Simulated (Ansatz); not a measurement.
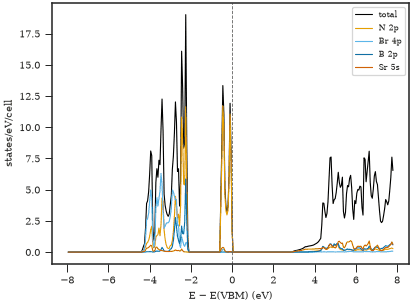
Figure. Total and projected density of states of Sr$_{2}$BBrN$_{2}$ in space group R-3m (No. 166; Sr on 6c, B on 3b, Br on 3a, N on 6c), r²SCAN (plane waves, PAW; program Ansatz)

Problem. Which orbitals carry the states next to the gap?

Solution. Top 1 eV of the valence band: N 2p 90 %, outside the projected shells 6 %. Bottom 1 eV of the conduction band: Sr 5s 53 %, N 2s 13 %, N 2p 6 %, outside the projected shells 15 %. Projections are on Löwdin-orthogonalised atomic valence shells; empty p or d shells of many metals are not among them.

Problem. Where is the tallest occupied peak in this window, and what makes it?

Solution. Near -2.2 eV, about 19 states/eV per cell; the largest projected share is N 2p.

The first step of the workflow began from a Materials Project structure, measured or hypothetical; the Crystallography Open Database copy checked does not list it. Its standing as an ambient phase is unchecked. The r²SCAN relaxation kept the symmetry of its start; its stability against distortions is not shown here. Spin–orbit coupling is left out wherever it is not named.

Potentials: the later of the program's two PAW sets.
